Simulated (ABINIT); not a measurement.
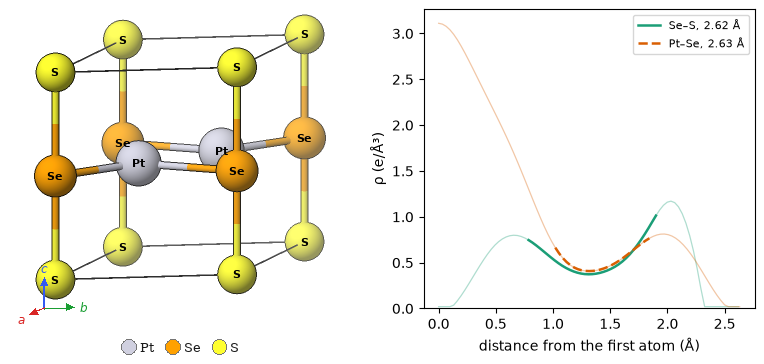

Figure 1: Pt₂SeS. Valence electron density along straight lines between neighbouring atoms. Thin, pale parts lie inside the atomic spheres. The structure is drawn too.

Space group P6/mmm; a generated structure, not necessarily the stable one.

All numbers below come from Kohn-Sham DFT of a periodic cell, PBE, JTH PAW PBE v2.0 in ABINIT.

In a PAW calculation such maps are meaningful between the atoms, not at the nuclei.

The calculation's input:

```
# Pseudopotentials
pp_dirpath "./"
pseudos "Pt.GGA_PBE-JTH.xml, Se.GGA_PBE-JTH.xml, S.GGA_PBE-JTH.xml"

# Structure
acell 8.6120140212 8.6120140066 9.9021353755
rprim
     1.0000000000     0.0000000000     0.0000000000
    -0.4999999987     0.8660254046     0.0000000000
     0.0000000000     0.0000000000     1.0000000000
ntypat 3
znucl 78 34 16
natom 4
typat 1 1 2 3
xcart
    -0.0000000305     4.9721486343     4.9510676878
     4.3060070600     2.4860742799     4.9510676878
     0.0000000000     0.0000000000     4.9510676878
     0.0000000000     0.0000000000     0.0000000000
chkprim 0
chksymtnons 0
tolsym 1.0e-6

# Plane-wave basis
ecut 544.227725 eV
pawecutdg 40.0

# k points
kptopt 1
ngkpt 7 7 6
nshiftk 1
shiftk 0.0 0.0 0.0

# Exchange and correlation
ixc 11

# Bands and occupations
nband 20
occopt 3
tsmear 0.00183747

# SCF cycle
nstep 100
tolvrs 1.0e-9

# Output
iomode 3
prtwf 0
prteig 0
prtebands 0
prtden 1
prtvha 1
prtvclmb 1
prtpot 1
```

Run with:

```sh
abinit run.abi > log 2>&1
```

Below, planes, directions and counts refer to the conventional cell (a = 4.56 Å, b = 4.56 Å, c = 5.24 Å, α = 90.00°, β = 90.00°, γ = 120.00°).

Question: What can be read from the curves?

Answer: Se–S (2.62 Å): ρ is about 0.37 e/Å³ halfway.
Pt–Se (2.63 Å): ρ at the midpoint is about 0.41 e/Å³.
